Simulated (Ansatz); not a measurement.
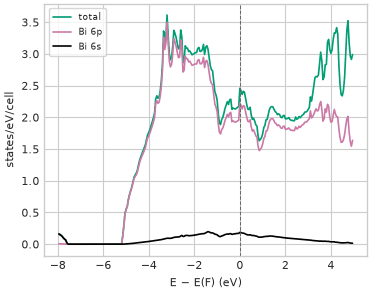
Total and projected density of states of Bi in space group Pm-3m (No. 221; Bi on 1b), plane-wave PAW r²SCAN (Ansatz code)

Q: Which orbitals carry the states next to the Fermi level?

A: Within 0.5 eV of the Fermi level: Bi 6p 91 %, Bi 6s 7 %. Projections are on Löwdin-orthogonalised atomic valence shells; empty p or d shells of many metals are not among them.

Q: Where is the tallest occupied peak in this window, and what makes it?

A: Near -3.2 eV, about 3.6 states/eV per cell; the largest projected share is Bi 6p.

The workflow started from a Materials Project entry (that database holds measured and hypothetical structures alike); the Crystallography Open Database copy checked does not list it. It is not the phase usual at ambient conditions (space group No. 166). Symmetry was held in the r²SCAN relaxation; whether a distortion lowers the energy is not shown. Spin–orbit coupling is left out wherever it is not named.

Potentials: the later of the program's two PAW sets.
